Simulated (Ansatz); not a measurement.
Mg (hcp, Mg type)

```
CELL_PARAMETERS angstrom
      3.18616     0.00000     0.00000
     -1.59308     2.75930     0.00000
      0.00000     0.00000     5.22349
ATOMIC_POSITIONS crystal
  Mg 0.33333 0.66667 0.75000
  Mg 0.66667 0.33333 0.25000
```

The relaxed cell is deformed in two ways at once: its volume V is scaled, and at that volume it is stretched along z (the c axis of the conventional cell) so that c/a changes. Fractional atomic positions are held.

The numbers are results of PBE (plane waves to 420 eV, PAW, scalar-relativistic; Ansatz, a first-principles code), not measurements. k mesh 17×17×9 (Γ-centred), Fermi-Dirac smearing 0.05 eV. The energy includes the smearing's −TS. With partly filled bands, the response to shear is sensitive to the k mesh, so small differences along c/a are uncertain. Mg was relaxed with its symmetry unable to fall. The PAW data are Ansatz's earlier set. ΔE is measured from the relaxed starting cell.

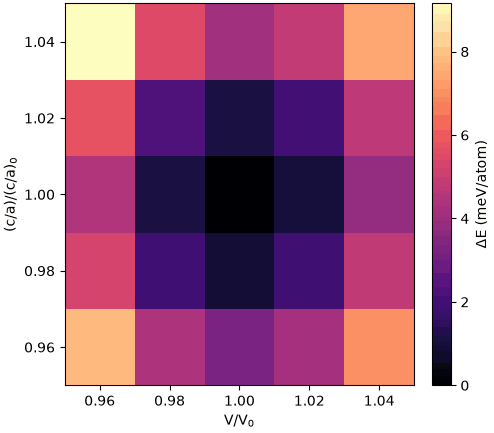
Fig. 1. ΔE (meV/atom) over the 5×5 grid of computed points.

Highest place on the grid: V/V₀ = 0.960, (c/a)/(c/a)₀ = 1.040 (9 meV/atom). Lowest place on the grid: V/V₀ = 1.000, (c/a)/(c/a)₀ = 1.000 (0 meV/atom).

(A scan under strain: stresses follow from slopes of the energy per volume, elastic moduli from its curvatures.)
